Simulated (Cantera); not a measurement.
Input: 1 mol PbO, 0.5 mol CO, 1.9 mol N2, at 75.0 Pa.

Method: chemical equilibrium by Gibbs-energy minimisation in Cantera with the NASA 1993 tables (ideal gas, pure condensed phases). Candidate condensed phases: C, Pb, PbO, PbO2, Pb3O4; 27 gas species. Mutual solubility and eutectic melting of coexisting phases are not modelled. Gases not in the tables: (PbO)n polymers. Rates play no part.

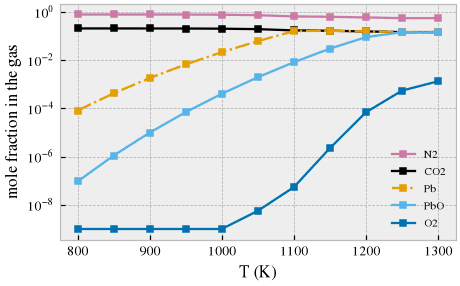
Figure. Equilibrium gas composition (values under 1e-9 drawn at 1e-9)

Question: Read off the mole fractions at 1100 K.

Answer: N2 about 0.66, CO2 about 0.17, Pb about 0.16, PbO about 0.0083, O2 about 5.4e-8.
